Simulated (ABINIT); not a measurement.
## A GW chain in ABINIT: LiF (Griceite)

Wanted: ground state, empty states, screening and self-energy for LiF (Griceite).

Program: ABINIT 10.8.3. Level of theory: LDA and many-body steps on it, plane waves. Results are calculated unless marked as measured.

## Step 1: The starting structure

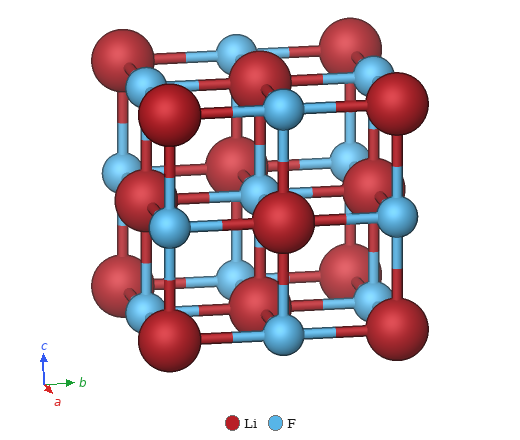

The cell as given, slightly off an axis (lithium red, fluorine blue). This picture shows the conventional cell, with its axes. Some periodic images of atoms are drawn too.

The cell and positions come from the Crystallography Open Database and are kept as given unless a step says otherwise.

## Step 2: Ground state

This step: ABINIT 10.8.3; DFT, LDA, plane waves, norm-conserving pseudopotentials.

The ground-state density comes first.

File run.abi:

```
acell 3*1.0 Angstrom
rprim 
  0.000000000000 2.014000000000 2.014000000000
  2.014000000000 0.000000000000 2.014000000000
  2.014000000000 2.014000000000 -0.000000000000
ntypat 2
znucl 3 9
natom 2
typat 1 2
xred 
  0.000000000000 0.000000000000 0.000000000000
  0.500000000000 0.500000000000 0.500000000000
pp_dirpath "pseudos"
pseudos "Li.upf, F.upf"
ecut 36
ngkpt 8 8 8
nshiftk 1
shiftk 0 0 0
kptopt 1
chksymbreak 0
nband 10
occopt 1
tolvrs 1e-10
nstep 60
prtwf 0
optforces 0
optstress 0
indata_prefix "in"
outdata_prefix "out"
tmpdata_prefix "tmp"
```

On the command line:

```sh
OMP_NUM_THREADS=1 mpirun -n 4 abinit run.abi > log
```

Numbers of over 12 decimals in the logs are rounded to 6 here.

What it wrote:

```text
.Version 10.8.3 of ABINIT. v10.8.2 released Aug 2026.

 Symmetries : space group Fm -3 m (#225); Bravais cF (face-center cubic)
================================================================================
 Values of the parameters that define the memory need of the present run
     intxc =       0    ionmov =       0      iscf =       7    lmnmax =       5
     lnmax =       5     mgfft =      30  mpssoang =       3    mqgrid =    3001
     natom =       2  nloc_mem =       1    nspden =       1   nspinor =       1
    nsppol =       1      nsym =      48    n1xccc =    2501    ntypat =       2
    occopt =       1   xclevel =       1
-    mband =          10        mffmem =           1         mkmem =           8
       mpw =        1155          nfft =       27000          nkpt =          29
================================================================================
  Rough estimation (10% accuracy) of disk space for files :
================================================================================

--------------------------------------------------------------------------------
------------- Echo of variables that govern the present computation ------------
--------------------------------------------------------------------------------
 -outvars: echo values of preprocessed input variables --------
            acell      1.8897261259E+00  1.8897261259E+00  1.8897261259E+00 Bohr

      chksymbreak           0
             ecut      3.60000000E+01 Hartree
-          fftalg         312

              ixc       -1012
              kpt      0.00000000E+00  0.00000000E+00  0.00000000E+00
                       1.25000000E-01  0.00000000E+00  0.00000000E+00
                       2.50000000E-01  0.00000000E+00  0.00000000E+00
                       3.75000000E-01  0.00000000E+00  0.00000000E+00
                       5.00000000E-01  0.00000000E+00  0.00000000E+00
                       1.25000000E-01  1.25000000E-01  0.00000000E+00
                       2.50000000E-01  1.25000000E-01  0.00000000E+00
                       3.75000000E-01  1.25000000E-01  0.00000000E+00
                       5.00000000E-01  1.25000000E-01  0.00000000E+00
   [... 18 further rows ...]
                      -3.75000000E-01  5.00000000E-01  1.25000000E-01
                      -2.50000000E-01  5.00000000E-01  2.50000000E-01
         kptrlatt        8    0    0      0    8    0      0    0    8
          kptrlen      4.30589384E+01
P           mkmem           8
            natom           2
            nband          10
            ngfft          30      30      30
             nkpt          29
            nstep          60
             nsym          48
           ntypat           2
              occ      2.000000  2.000000  2.000000  2.000000  2.000000  0.000000
                       0.000000  0.000000  0.000000  0.000000
        optforces           0
        optstress           0
            prtwf           0
            rprim      0.0000000000E+00  2.0140000000E+00  2.0140000000E+00
[...]
spgroup         225

           tolvrs      1.00000000E-10

             xred      0.0000000000E+00  0.0000000000E+00  0.0000000000E+00
[...]
znucl        3.00000    9.00000

================================================================================

 chkinp: Checking input parameters for consistency.

================================================================================
== DATASET  1 ==================================================================
-   mpi_nproc: 4, omp_nthreads: 1 (-1 if OMP is not activated)

--- !DatasetInfo
iteration_state: {dtset: 1, }
dimensions: {natom: 2, nkpt: 29, mband: 10, nsppol: 1, nspinor: 1, nspden: 1, mpw: 1155, }
cutoff_energies: {ecut:  36.0, pawecutdg:  -1.0, }
electrons: {nelect:   1.00000000E+01, charge:   0.00000000E+00, occopt:   1.00000000E+00, tsmear:   1.00000000E-02, }

 Real(R)+Recip(G) space primitive vectors, cartesian coordinates (Bohr,Bohr^-1):
 R(1)=  0.0000000  3.8059084  3.8059084  G(1)= -0.1313747  0.1313747  0.1313747
 R(2)=  3.8059084  0.0000000  3.8059084  G(2)=  0.1313747 -0.1313747  0.1313747
 R(3)=  3.8059084  3.8059084  0.0000000  G(3)=  0.1313747  0.1313747 -0.1313747
 Unit cell volume ucvol=  1.1025670E+02 bohr^3
 Angles (23,13,12)=  6.00000000E+01  6.00000000E+01  6.00000000E+01 degrees

 getcut: wavevector=  0.0000  0.0000  0.0000  ngfft=  30  30  30
         ecut(hartree)=     36.000   => boxcut(ratio)=   2.06592

--- Pseudopotential description ------------------------------------------------
- Li Generated using ONCVPSP code by D. R. Hamann
-  3.00000   3.00000  180309                  znucl, zion, pspdat
12 -1012 1 -1 1944                            pspcod,pspxc,lmax,lloc,mmax
     nproj     2     2     0
  pspatm : epsatm=    2.61415252
         --- l  ekb(1:nproj) -->
[...]
pspatm: atomic psp has been read  and splines computed

- F Generated using ONCVPSP code by D. R. Hamann
-  9.00000   7.00000  201202                  znucl, zion, pspdat
12 -1012 2 -1 824                             pspcod,pspxc,lmax,lloc,mmax
     nproj     2     2     1
  pspatm : epsatm=    4.94580260
         --- l  ekb(1:nproj) -->
[...]
1   -4.029087   -1.312559
             2   -2.364936
 pspatm: atomic psp has been read  and splines computed

   7.55995512E+01                                ecore*ucvol(ha*bohr**3)
--------------------------------------------------------------------------------

_setup2: Arith. and geom. avg. npw (full set) are    1137.021    1137.006

================================================================================

--- !BeginCycle
iteration_state: {dtset: 1, }
solver: {iscf: 7, nstep: 60, nline: 4, wfoptalg: 0, }
tolerances: {tolvrs: 1.00E-10, }

     iter   Etot(hartree)      deltaE(h)  residm     vres2
 ETOT  1  -31.789549230694    -3.179E+01 1.919E-01 7.898E+01
 ETOT  2  -31.805428927075    -1.588E-02 6.233E-04 6.186E+01
 ETOT  3  -31.829565212621    -2.414E-02 1.267E-03 1.289E+00
 ETOT  4  -31.829981746077    -4.165E-04 1.304E-04 9.793E-04
 ETOT  5  -31.829982094784    -3.487E-07 1.079E-04 1.648E-06
 ETOT  6  -31.829982094959    -1.747E-10 7.580E-05 7.766E-08
 ETOT  7  -31.829982094971    -1.237E-11 7.049E-05 1.104E-08
 ETOT  8  -31.829982094975    -3.745E-12 4.720E-05 9.244E-11

 At SCF step    8       vres2   =  9.24E-11 < tolvrs=  1.00E-10 =>converged.

--- !ResultsGS
iteration_state: {dtset: 1, }
comment   : Summary of ground state results
lattice_vectors:
- [  0.0000000,   3.8059084,   3.8059084, ]
- [  3.8059084,   0.0000000,   3.8059084, ]
- [  3.8059084,   3.8059084,  -0.0000000, ]
lattice_lengths: [   5.38237,    5.38237,    5.38237, ]
lattice_angles: [ 60.000,  60.000,  60.000, ] # degrees, (23, 13, 12)
lattice_volume:   1.1025670E+02
convergence: {deltae: -3.745E-12, res2:  9.244E-11, residm:  4.720E-05, diffor:  0.000E+00, }
etotal    :  -3.18299821E+01
entropy   :   0.00000000E+00
fermie    :  -5.01817454E-02
cartesian_stress_tensor: null
pressure_GPa: null
xred      :
- [  0.0000E+00,   0.0000E+00,   0.0000E+00, Li]
- [  5.0000E-01,   5.0000E-01,   5.0000E-01,  F]
cartesian_forces: null
force_length_stats: {min: null, max: null, mean: null, }

 Integrated electronic density in atomic spheres:
 ------------------------------------------------
 Atom  Sphere_radius  Integrated_density
    1        2.00000          2.34361098
    2        2.00000          7.06344912
================================================================================

 ----iterations are completed or convergence reached----

 Mean square residual over all n,k,spin=   22.355E-08; max=  47.202E-06
 reduced coordinates (array xred) for    2 atoms
       0.000000000000      0.000000000000      0.000000000000
       0.500000000000      0.500000000000      0.500000000000
 rms dE/dt=  0.0000E+00; max dE/dt=  0.0000E+00; dE/dt below (all hartree)
    1       0.000000000000      0.000000000000      0.000000000000
    2       0.000000000000      0.000000000000      0.000000000000

 cartesian coordinates (angstrom) at end:
    1      0.000000     0.000000     0.000000
    2      2.014000     2.014000     2.014000
 length scales=  1.889726125908  1.889726125908  1.889726125908 bohr
              =  1.000000000000  1.000000000000  1.000000000000 angstroms
 prteigrs : about to open file out_EIG
 Fermi (or HOMO) energy (hartree) =  -0.05018   Average Vxc (hartree)=  -0.39142
 Eigenvalues (hartree) for nkpt=  29  k points:
 kpt#   1, nband= 10, wtk=  0.00195, kpt=  0.0000  0.0000  0.0000 (reduced coord)
  -1.50840   -0.76724   -0.05018   -0.05018   -0.05018    0.27557    0.81338    0.81338
   0.81338    0.83141
 prteigrs : prtvol=0 or 1, do not print more k-points.

--- !EnergyTerms
iteration_state     : {dtset: 1, }
comment             : Components of total free energy in Hartree
kinetic             :  2.13566420044117E+01
hartree             :  8.21696999463972E+00
xc                  : -7.05550569308440E+00
Ewald energy        : -2.04741383175823E+01
psp_core            :  6.85668535977648E-01
local_psp           : -2.73398394060627E+01
non_local_psp       : -7.21977921327456E+00
total_energy        : -3.18299820949749E+01
total_energy_eV     : -8.66137936989022E+02
band_energy         : -5.07604687137780E+00

== END DATASET(S) ==============================================================
================================================================================

 -outvars: echo values of variables after computation  --------
           etotal     -3.1829982095E+01
            nband          10
             nkpt          29
          spgroup         225
 [... the other variables as echoed above ...]

 Calculation completed.
```

It took 3.3 s on 4 MPI ranks of Arm Neoverse V2, shared host; peak memory 0.24 GiB; 13 s of CPU time.

Numbers from this step:

```yaml
total_energy: -866.1379 eV
gap: 8.864 eV
k_of_the_valence_top: 0, 0, 0
k_of_the_conduction_bottom: 0, 0, 0
least_direct_gap: 8.864 eV
```

The gap is direct, at Γ.

## Step 3: Bands along the symmetry lines

The cheap functional maps the bands first; the places of the edges decide which points the dearer methods must see.

File run.abi:

```
acell 3*1.0 Angstrom
rprim 
  0.000000000000 2.014000000000 2.014000000000
  2.014000000000 0.000000000000 2.014000000000
  2.014000000000 2.014000000000 -0.000000000000
ntypat 2
znucl 3 9
natom 2
typat 1 2
xred 
  0.000000000000 0.000000000000 0.000000000000
  0.500000000000 0.500000000000 0.500000000000
pp_dirpath "pseudos"
pseudos "Li.upf, F.upf"
ecut 36
iscf -2
irdden 1
kptopt 0
nkpt 50
kpt 
  0.00000000 0.00000000 0.00000000
  0.06250000 0.00000000 0.06250000
  0.12500000 0.00000000 0.12500000
  0.18750000 0.00000000 0.18750000
  0.25000000 0.00000000 0.25000000
  0.31250000 0.00000000 0.31250000
  0.37500000 0.00000000 0.37500000
  0.43750000 0.00000000 0.43750000
  0.50000000 0.00000000 0.50000000
  0.51562500 0.03125000 0.51562500
  0.53125000 0.06250000 0.53125000
  0.54687500 0.09375000 0.54687500
  0.56250000 0.12500000 0.56250000
  0.57812500 0.15625000 0.57812500
  0.59375000 0.18750000 0.59375000
  0.60937500 0.21875000 0.60937500
  0.62500000 0.25000000 0.62500000
  0.37500000 0.37500000 0.75000000
  0.32812500 0.32812500 0.65625000
  0.28125000 0.28125000 0.56250000
  0.23437500 0.23437500 0.46875000
  0.18750000 0.18750000 0.37500000
  0.14062500 0.14062500 0.28125000
  0.09375000 0.09375000 0.18750000
  0.04687500 0.04687500 0.09375000
  0.00000000 0.00000000 0.00000000
  0.06250000 0.06250000 0.06250000
  0.12500000 0.12500000 0.12500000
  0.18750000 0.18750000 0.18750000
  0.25000000 0.25000000 0.25000000
  0.31250000 0.31250000 0.31250000
  0.37500000 0.37500000 0.37500000
  0.43750000 0.43750000 0.43750000
  0.50000000 0.50000000 0.50000000
  0.50000000 0.46875000 0.53125000
  0.50000000 0.43750000 0.56250000
  0.50000000 0.40625000 0.59375000
  0.50000000 0.37500000 0.62500000
  0.50000000 0.34375000 0.65625000
  0.50000000 0.31250000 0.68750000
  0.50000000 0.28125000 0.71875000
  0.50000000 0.25000000 0.75000000
  0.50000000 0.21875000 0.71875000
  0.50000000 0.18750000 0.68750000
  0.50000000 0.15625000 0.65625000
  0.50000000 0.12500000 0.62500000
  0.50000000 0.09375000 0.59375000
  0.50000000 0.06250000 0.56250000
  0.50000000 0.03125000 0.53125000
  0.50000000 0.00000000 0.50000000
istwfk *1
nband 12
nbdbuf 2
tolwfr 1e-08
nstep 40
prtwf 0
prtvol 0
indata_prefix "in"
outdata_prefix "out"
tmpdata_prefix "tmp"
```

What it wrote:

```text
.Version 10.8.3 of ABINIT. v10.8.2 released Aug 2026.

 Symmetries : space group Fm -3 m (#225); Bravais cF (face-center cubic)
[... echo of the input left out ...]
== DATASET  1 ==================================================================
-   mpi_nproc: 4, omp_nthreads: 1 (-1 if OMP is not activated)

--- !DatasetInfo
iteration_state: {dtset: 1, }
dimensions: {natom: 2, nkpt: 50, mband: 12, nsppol: 1, nspinor: 1, nspden: 1, mpw: 1159, }
cutoff_energies: {ecut:  36.0, pawecutdg:  -1.0, }
electrons: {nelect:   1.00000000E+01, charge:   0.00000000E+00, occopt:   1.00000000E+00, tsmear:   1.00000000E-02, }

 Real(R)+Recip(G) space primitive vectors, cartesian coordinates (Bohr,Bohr^-1):
 R(1)=  0.0000000  3.8059084  3.8059084  G(1)= -0.1313747  0.1313747  0.1313747
 R(2)=  3.8059084  0.0000000  3.8059084  G(2)=  0.1313747 -0.1313747  0.1313747
 R(3)=  3.8059084  3.8059084  0.0000000  G(3)=  0.1313747  0.1313747 -0.1313747
 Unit cell volume ucvol=  1.1025670E+02 bohr^3
 Angles (23,13,12)=  6.00000000E+01  6.00000000E+01  6.00000000E+01 degrees

 getcut: wavevector=  0.0000  0.0000  0.0000  ngfft=  30  30  30
         ecut(hartree)=     36.000   => boxcut(ratio)=   2.06592

--- Pseudopotential description ------------------------------------------------
- Li Generated using ONCVPSP code by D. R. Hamann
-  3.00000   3.00000  180309                  znucl, zion, pspdat
12 -1012 1 -1 1944                            pspcod,pspxc,lmax,lloc,mmax
     nproj     2     2     0
  pspatm : epsatm=    2.61415252
         --- l  ekb(1:nproj) -->
             0   -4.854561   -1.448487
             1   -2.179236   -0.444438
 pspatm: atomic psp has been read  and splines computed

- F Generated using ONCVPSP code by D. R. Hamann
-  9.00000   7.00000  201202                  znucl, zion, pspdat
12 -1012 2 -1 824                             pspcod,pspxc,lmax,lloc,mmax
     nproj     2     2     1
  pspatm : epsatm=    4.94580260
         --- l  ekb(1:nproj) -->
             0    6.487052    1.061847
[...]
2   -2.364936
 pspatm: atomic psp has been read  and splines computed

--------------------------------------------------------------------------------

================================================================================
 prteigrs : about to open file out_EIG
 Non-SCF case, kpt    1 (  0.00000  0.00000  0.00000), residuals and eigenvalues=
  9.19E-10  4.06E-09  8.18E-10  2.14E-09  8.37E-09  1.23E-09  3.78E-09  7.37E-09
  1.37E-09  1.82E-09  2.11E-09  6.97E-09
 -1.5084E+00 -7.6724E-01 -5.0181E-02 -5.0181E-02 -5.0181E-02  2.7557E-01
  8.1338E-01  8.1338E-01  8.1338E-01  8.3141E-01  8.3141E-01  8.3141E-01
 Non-SCF case, kpt    2 (  0.06250  0.00000  0.06250), residuals and eigenvalues=
  6.26E-10  2.96E-09  2.00E-09  6.97E-10  3.29E-09  4.38E-09  2.54E-09  5.48E-09
  1.44E-09  9.67E-09  9.41E-09  5.08E-09
 -1.5083E+00 -7.6647E-01 -5.4037E-02 -5.1673E-02 -5.1673E-02  2.8142E-01
[...]
Non-SCF case, kpt    3 (  0.12500  0.00000  0.12500), residuals and eigenvalues=
  9.39E-10  1.37E-09  4.32E-09  2.15E-09  7.94E-09  5.97E-09  2.21E-09  4.14E-09
  8.64E-10  4.61E-09  2.92E-08  1.09E-07
[...]
Non-SCF case, kpt   49 (  0.50000  0.03125  0.53125), residuals and eigenvalues=
[...]
Non-SCF case, kpt   50 (  0.50000  0.00000  0.50000), residuals and eigenvalues=
[...]
-1.5052E+00 -7.4041E-01 -1.6380E-01 -8.7778E-02 -8.7778E-02  4.8021E-01
  5.4165E-01  5.8147E-01  6.7718E-01  6.7718E-01  1.1689E+00  1.3475E+00

--- !ResultsGS
iteration_state: {dtset: 1, }
comment   : Summary of ground state results
lattice_vectors:
- [  0.0000000,   3.8059084,   3.8059084, ]
- [  3.8059084,   0.0000000,   3.8059084, ]
- [  3.8059084,   3.8059084,  -0.0000000, ]
lattice_lengths: [   5.38237,    5.38237,    5.38237, ]
lattice_angles: [ 60.000,  60.000,  60.000, ] # degrees, (23, 13, 12)
lattice_volume:   1.1025670E+02
convergence: {deltae:  0.000E+00, res2:  0.000E+00, residm:  9.984E-09, diffor:  0.000E+00, }
etotal    :  -3.18299821E+01
entropy   :   0.00000000E+00
fermie    :  -5.01817454E-02
cartesian_stress_tensor: null
pressure_GPa: null
xred      :
- [  0.0000E+00,   0.0000E+00,   0.0000E+00, Li]
- [  5.0000E-01,   5.0000E-01,   5.0000E-01,  F]
cartesian_forces: null
force_length_stats: {min: null, max: null, mean: null, }

 Integrated electronic density in atomic spheres:
 ------------------------------------------------
 Atom  Sphere_radius  Integrated_density
[...]
================================================================================

 ----iterations are completed or convergence reached----

 Mean square residual over all n,k,spin=   33.976E-10; max=  99.842E-10
 reduced coordinates (array xred) for    2 atoms
       0.000000000000      0.000000000000      0.000000000000
       0.500000000000      0.500000000000      0.500000000000

 cartesian coordinates (angstrom) at end:
[...]
length scales=  1.889726125908  1.889726125908  1.889726125908 bohr
              =  1.000000000000  1.000000000000  1.000000000000 angstroms
 prteigrs : about to open file out_EIG
 Eigenvalues (hartree) for nkpt=  50  k points:
 kpt#   1, nband= 12, wtk=  1.00000, kpt=  0.0000  0.0000  0.0000 (reduced coord)
[...]
kpt#   2, nband= 12, wtk=  1.00000, kpt=  0.0625  0.0000  0.0625 (reduced coord)
[...]
kpt#   3, nband= 12, wtk=  1.00000, kpt=  0.1250  0.0000  0.1250 (reduced coord)
[...]
kpt#  49, nband= 12, wtk=  1.00000, kpt=  0.5000  0.0313  0.5313 (reduced coord)
  -1.50523   -0.74045   -0.16317   -0.08865   -0.08748    0.48025    0.53873    0.58135
   0.67587    0.68372    1.17027    1.35503
 kpt#  50, nband= 12, wtk=  1.00000, kpt=  0.5000  0.0000  0.5000 (reduced coord)
  -1.50523   -0.74041   -0.16380   -0.08778   -0.08778    0.48021    0.54165    0.58147
   0.67718    0.67718    1.16894    1.34752

== END DATASET(S) ==============================================================
================================================================================

 -outvars: echo values of variables after computation  --------
            nband          12
             nkpt          50
          spgroup         225
 [... the other variables as echoed above ...]

 Calculation completed.
```

The job ended after 2.9 s (4 MPI ranks; peak memory 0.07 GiB).

Numbers from this step:

- gap: 8.863 eV
- k of the valence top: 0.0469, 0.0469, 0.0938
- k of the conduction bottom: 0, 0, 0
- least direct gap: 8.864 eV

The gap is 8.863 eV, −0.001 eV from the run before at this level.

Electronic bands along the path, in eV, zero at the top of the highest filled band; v1 is the highest filled band, c1 the lowest empty one:

```
    point      v4     v3     v2     v1     c1     c2     c3     c4
        Γ  -19.51   0.00   0.00   0.00   8.86  23.50  23.50  23.50
        X  -18.78  -3.09  -1.02  -1.02  14.43  16.10  17.19  19.79
        U  -18.83  -2.57  -1.60  -0.75  14.11  14.52  18.12  19.23
jump to K  -18.83  -2.57  -1.60  -0.75  14.11  14.52  18.12  19.23
        Γ  -19.51   0.00   0.00   0.00   8.86  23.50  23.50  23.50
        L  -19.07  -2.56  -0.23  -0.23  10.43  16.39  18.47  18.47
        W  -18.81  -2.14  -2.14  -0.81  14.67  14.67  17.05  18.95
        X  -18.78  -3.09  -1.02  -1.02  14.43  16.10  17.19  19.79
```

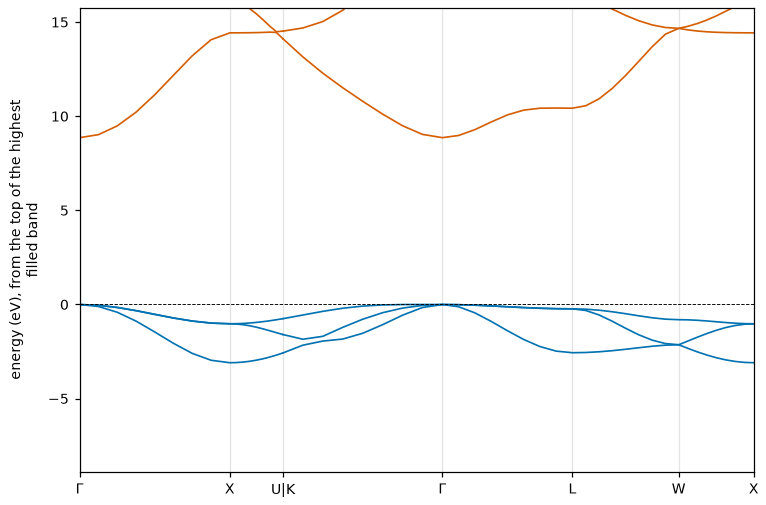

Electronic bands along the path; lines of filled and empty bands in two colours.

(Part 1 of 2 ends here.)

[Paths, hosts, dates, memory and timing lines, banners, echoed tables and standing remarks are left out of the program output.]

[Logs are printed without paths, hosts, clocks, repeated set-up lines and the standing remarks that a program may print on its own settings, such as how far it seeks lower states.]

[Runs of the session that timed out or met a known fault of the program may be left out.]

[Hosts, paths, dates, database ids (printed as entryN), source tags and the programs' standing remarks are cut or masked in the printed files.]

[G0W0 gaps are taken among the corrected bands and points alone; a level outside them can change the order at an edge.]

[Where Ansatz stands beside ABINIT at settings called matched, ABINIT's density can come from a denser mesh and the files from another edition; pairs whose starting gaps differed by over 0.03 eV were left out, so agreement reads better than it is.]
